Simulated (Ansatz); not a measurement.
**H2Br (doublet): one geometry, many settings at distance Br1–H2 along a hydrogen transfer = 1.656 Å**

What do other methods and options give for H2Br (doublet) at this geometry, and how long do they take?

Method: the settings change from run to run; program: Ansatz 0.2.0, Gaussian basis.

6 further runs of the same task are left out: 5 that didn't finish, 1 set aside as unsound or not needed.

## Step 1: What is computed

The geometry derives from fragments relaxed apart (PBE0/def2-TZVP) and kept rigid, so it is no stationary point. A hydrogen atom is moved between rigid fragments. No spin-orbit coupling is included. The filled d shell of Br may be among the frozen orbitals whatever the setting's name suggests; the logs give the count.

3 atoms, charge 0, spin multiplicity 2.

Atoms are counted from 1 here; the program's logs count them from 0.

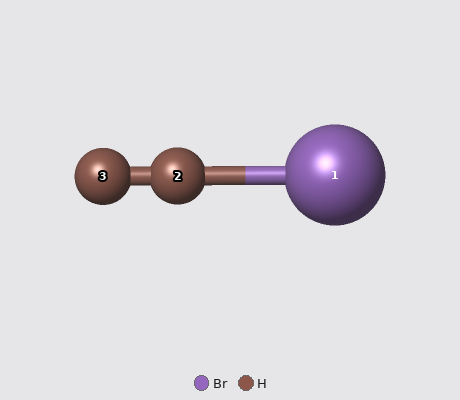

The geometry (bromine purple, hydrogen brown); atoms are numbered from 1 in the order of the file.

Geometry (Å):

```
Br    0.0000    0.0000   -1.3653
H     0.0000    0.0000    0.2907
H     0.0000    0.0000    1.0747
```

## Step 2: CCSD on UHF/6-31G

Input file in.yaml:

```yaml
crystal:
  periodic: [false, false, false]
  atoms:
    - {symbol: Br, position_ang: [0.000000, 0.000000, -1.365333]}
    - {symbol: H, position_ang: [0.000000, 0.000000, 0.290667]}
    - {symbol: H, position_ang: [0.000000, 0.000000, 1.074667]}
basis:
  gaussian: {orbitals: 6-31G}
magnetization: {spin_polarized: true, initial_magnetization: 1}
correlation: {method: ccsd, electrons: outside_noble_gas}
scf: {omitted_lower_state_checks: [cluster_reference]}
```

The run is started by

```bash
$ ansatz run in.yaml --threads 1 --pin off --events-out ev --progress --plain --max-ram 2393MiB
```

Output:

```text
Functional definition: HF
  name "HF"
  cite "Fock, Z. Phys. 61, 126 (1930) doi:10.1007/BF01340294"
  parent pbe
  exchange = exact_x
  correlation = 0
these checks for a lower state are left out or cut short: cluster_reference
323 factors; integrals over basis functions are off by at most 9.1e-4 eV
mean field evaluation 1: about -70017.7376 eV, gradient 7.5e0 eV
mean field evaluation 2: about -70017.7391 eV, gradient 7.5e0 eV
mean field evaluation 4: about -70018.3606 eV, gradient 1.2e0 eV
mean field evaluation 8: about -70018.3798 eV, gradient 6.9e-4 eV
mean field evaluation 16: about -70018.2545 eV, gradient 1.7e0 eV
mean field evaluation 32: about -70018.3798 eV, gradient 2.6e-6 eV
mean field -70018.37982274 eV, -2573.1279983232 hartree, gradient 2.6e-6 eV, S^2 0.771420; 4 other end points of the search recorded, 0 dependent functions left out
14 core orbitals not correlated: weight in the atoms' cores, before any rotation towards them, 1.000 or more for the frozen orbitals, at most 0.000 for the correlated occupied ones
reference -70018.37982274 eV, -2573.1279983232 hartree; 5, 4 occupied and 14, 15 virtual orbitals, 323 factors
second order -1.27127865 eV of doubles, -0.00000000 eV of singles
cycle   1  -1.50682827 eV  change   -2.4e-1 eV  update   3.8e-2
cycle   2  -1.61860793 eV  change   -1.1e-1 eV  update   1.7e-2
cycle   3  -1.62692940 eV  change   -8.3e-3 eV  update   5.2e-3
cycle   4  -1.62841548 eV  change   -1.5e-3 eV  update   1.2e-3
cycle   5  -1.62847209 eV  change   -5.7e-5 eV  update   4.2e-4
cycle   6  -1.62835645 eV  change    1.2e-4 eV  update   1.9e-4
cycle   7  -1.62839450 eV  change   -3.8e-5 eV  update   5.4e-5
cycle   8  -1.62838721 eV  change    7.3e-6 eV  update   9.1e-6
Total energy: -70020.00820995 eV, -2573.1878404494 hartree
Checks for a lower state left out: cluster_reference
```

Run time: 0.6 s. Hardware: 1 thread of AMD EPYC 7R43, shared host.

From the report: ⟨S²⟩ of the determinant 0.771 (pure doublet: 0.75); correlation -1.6284 eV; T1 0.009; largest double amplitude 0.06.

## Step 3: BCCD(T) on UHF/def2-mTZVP

Input file in.yaml:

```yaml
crystal:
  periodic: [false, false, false]
  atoms:
    - {symbol: Br, position_ang: [0.000000, 0.000000, -1.365333]}
    - {symbol: H, position_ang: [0.000000, 0.000000, 0.290667]}
    - {symbol: H, position_ang: [0.000000, 0.000000, 1.074667]}
basis:
  gaussian: {orbitals: def2-mTZVP}
magnetization: {spin_polarized: true, initial_magnetization: 1}
correlation: {method: bccd_t, electrons: outside_noble_gas}
```

Launched as before.

Output (excerpt; [...] marks lines left out):

```text
Functional definition: HF
  name "HF"
  cite "Fock, Z. Phys. 61, 126 (1930) doi:10.1007/BF01340294"
  parent pbe
[...]
393 factors; integrals over basis functions are off by at most 9.9e-4 eV
[...]
mean field -70028.15067700 eV, -2573.4870705943 hartree, gradient 2.0e-6 eV, S^2 0.777460; 5 other end points of the search recorded, 0 dependent functions left out
determinant -70028.15067700 eV, -2573.4870705943 hartree, with singles and doubles -70032.29936901 eV, -2573.6395322136 hartree
determinant -70026.93522224 eV, -2573.4424034557 hartree, with singles and doubles -70030.97300733 eV, -2573.5907893208 hartree
14 core orbitals not correlated: weight in the atoms' cores, before any rotation towards them, 1.000 or more for the frozen orbitals, at most 0.000 for the correlated occupied ones
reference -70028.15067700 eV, -2573.4870705943 hartree; 5, 4 occupied and 23, 24 virtual orbitals, 393 factors
second order -3.59055077 eV of doubles, -0.00000000 eV of singles
cycle   1  -4.14798086 eV  change   -2.7e-1 eV  update   1.4e-2
[...]
cycle   8  -4.15949395 eV  change    5.0e-6 eV  update   6.8e-6
perturbative correction -0.07998668 eV, -0.0029394562 hartree
Total energy: -70032.39015762 eV, -2573.6428686337 hartree
```

Run time: 1.4 s. Hardware: 1 thread of AMD EPYC 7R43, shared host.

From the report: ⟨S²⟩ of the determinant 0.777 (pure doublet: 0.75); correlation -4.2395 eV; largest double amplitude 0.07.

## Step 4: MRCISD+Q(3,6)/6-31G

Input file in.yaml:

```yaml
crystal:
  periodic: [false, false, false]
  atoms:
    - {symbol: Br, position_ang: [0.000000, 0.000000, -1.365333]}
    - {symbol: H, position_ang: [0.000000, 0.000000, 0.290667]}
    - {symbol: H, position_ang: [0.000000, 0.000000, 1.074667]}
basis:
  gaussian: {orbitals: 6-31G}
magnetization: {spin_polarized: false, initial_magnetization: 1}
correlation: {method: fic_mrcisd_q, electrons: valence, active_space: {window: {electrons: 3, orbitals: 6}}}
```

The command is unchanged.

Output (excerpt; [...] marks lines left out):

```text
Functional definition: HF
  name "HF"
  cite "Fock, Z. Phys. 61, 126 (1930) doi:10.1007/BF01340294"
  parent pbe
[...]
323 factors; integrals over basis functions are off by at most 9.1e-4 eV
[...]
mean field -70018.22194657 eV, -2573.1221964810 hartree, gradient 2.1e-6 eV, S^2 0.750000; 5 other end points of the search recorded, 0 dependent functions left out
reference -70018.22194657 eV, -2573.1221964810 hartree; 19, 18 occupied and 14, 15 virtual orbitals, 323 factors
state -70019.04028317 eV, -2573.1522697965 hartree
contracted CI cycle   1: correlation 0.00000000 eV, 0.0000000000 hartree, residual 3.98e1 eV
contracted CI cycle   2: correlation -4.21347298 eV, -0.1548422760 hartree, residual 3.13e0 eV
contracted CI cycle   3: correlation -4.26748808 eV, -0.1568272943 hartree, residual 5.62e-1 eV
contracted CI cycle   4: correlation -4.26987023 eV, -0.1569148366 hartree, residual 1.26e-1 eV
contracted CI cycle   5: correlation -4.26997377 eV, -0.1569186417 hartree, residual 2.56e-2 eV
contracted CI cycle   6: correlation -4.26997847 eV, -0.1569188146 hartree, residual 6.67e-3 eV
contracted CI cycle   7: correlation -4.26997888 eV, -0.1569188297 hartree, residual 1.95e-3 eV
state -70019.04028317 eV, -2573.1522697965 hartree; corrected -70023.40844165 eV, -2573.3127966598 hartree
Total energy: -70023.40844165 eV, -2573.3127966598 hartree
```

It took 2.1 s on 1 thread of AMD EPYC 7R43, shared host.

From the report: 90 determinants; active occupations 1.97, 1.00, 0.03, 0.00, 0.00, 0.00.

## Step 5: CCSDT(Q) on UHF/cc-pVDZ

Input file in.yaml:

```yaml
crystal:
  periodic: [false, false, false]
  atoms:
    - {symbol: Br, position_ang: [0.000000, 0.000000, -1.365333]}
    - {symbol: H, position_ang: [0.000000, 0.000000, 0.290667]}
    - {symbol: H, position_ang: [0.000000, 0.000000, 1.074667]}
basis:
  gaussian: {orbitals: cc-pVDZ}
magnetization: {spin_polarized: true, initial_magnetization: 1}
correlation: {method: ccsdt_q, electrons: outside_noble_gas}
output: {forces: true}
```

The command is unchanged.

Output (excerpt; [...] marks lines left out):

```text
Functional definition: HF
  name "HF"
  cite "Fock, Z. Phys. 61, 126 (1930) doi:10.1007/BF01340294"
  parent pbe
[...]
651 factors; integrals over basis functions are off by at most 1.6e-7 eV
[...]
mean field -70027.46599022 eV, -2573.4619088192 hartree, gradient 1.5e-6 eV, S^2 0.774987; 3 other end points of the search recorded, 0 dependent functions left out
determinant -70027.46599022 eV, -2573.4619088192 hartree, with singles and doubles -70031.58394803 eV, -2573.6132409777 hartree
determinant -70026.24527813 eV, -2573.4170484774 hartree, with singles and doubles -70030.32678418 eV, -2573.5670410582 hartree
14 core orbitals not correlated: weight in the atoms' cores, before any rotation towards them, 1.000 or more for the frozen orbitals, at most 0.000 for the correlated occupied ones
reference -70027.46599022 eV, -2573.4619088192 hartree; 5, 4 occupied and 18, 19 virtual orbitals, 651 factors
second order -3.54091294 eV of doubles, -0.00000000 eV of singles
cycle   1  -3.96906407 eV  change   -4.3e-1 eV  update   4.7e-2
[...]
cycle  13  -4.17814207 eV  change    1.4e-7 eV  update   2.7e-7
perturbative correction -0.00519650 eV, -0.0001909677 hartree
[...]
Total energy: -70031.64932878 eV, -2573.6156436760 hartree
Atom 0 at     0.000000     0.000000    -1.365333 Å, force     0.000000    -0.000000    -1.818087 eV/Å
Atom 1 at     0.000000     0.000000     0.290667 Å, force    -0.000000    -0.000000     0.460587 eV/Å
Atom 2 at     0.000000     0.000000     1.074667 Å, force    -0.000000     0.000000     1.357500 eV/Å
Dipole moment:     0.000000     0.000000     0.187825 e Å
```

Wall time 19 s (1 thread of AMD EPYC 7R43, shared host); peak memory 0.3 GiB.

From the report: ⟨S²⟩ of the determinant 0.775 (pure doublet: 0.75); correlation -4.1833 eV; T1 0.011; largest double amplitude 0.06.

## Step 6: All runs side by side

Where basis and cores are those of an earlier FCI/6-31G run (-70020.0268 eV), and the state is the same kind, the miss against it is given.

| level | correlated | functions | energy (eV) | from FCI (meV) | time |
| --- | --- | --- | --- | --- | --- |
| CCSD on UHF/6-31G | outside noble gas | 33 | -70020.0082 | 18.6 | 0.6 s |
| BCCD(T) on UHF/def2-mTZVP | outside noble gas | 42 | -70032.3902 |  | 1.4 s |
| MRCISD+Q(3,6)/6-31G | valence | 33 | -70023.4084 |  | 2.1 s |
| CCSDT(Q) on UHF/cc-pVDZ | outside noble gas | 37 | -70031.6493 |  | 19 s |

## Step 7: Summary of results

| quantity | value |
| --- | --- |
| runs | 4 |
| quickest | CCSD on UHF/6-31G, 0.6 s |
| slowest | CCSDT(Q) on UHF/cc-pVDZ, 19 s |

What this shows: Total energies in different bases, with other cores or another treatment of relativity can't be set against each other. CCSDT(Q) on UHF/cc-pVDZ took 32 times as long as CCSD on UHF/6-31G; the jobs differ in more than the method.
